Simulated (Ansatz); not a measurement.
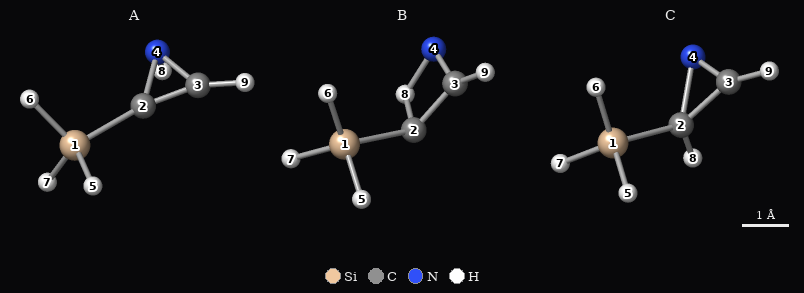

3 geometries from a converged minimum-energy path of C2H5NSi, shuffled. A ball-and-stick model, seen from a free direction.

Theory: RKS PBE0-D4/def2-mTZVP (Ansatz 0.2.0). Run with 5 movable images; climbing image; force threshold 0.05 eV/Å; iteration limit 60; starting path through a guess of the saddle point.

Q: Which of them lies highest in energy?

A: B. In order along the path, whose images run from 0 to 6: C (image 1, +0.5 kJ/mol), B (image 4, +260.3 kJ/mol), A (image 6, +107.1 kJ/mol). A hydrogen atom shifts from one atom to another. Breaking: C2–H8 (1.09 → 1.35 at the top → 2.11 Å). Forming: N4–H8 (2.23 → 1.28 at the top → 1.03 Å).

Cost: 3 min on 2 threads of Intel(R) Xeon(R) CPU @ 2.60GHz (Ice Lake) (shared host), peak memory 0.19 GiB.
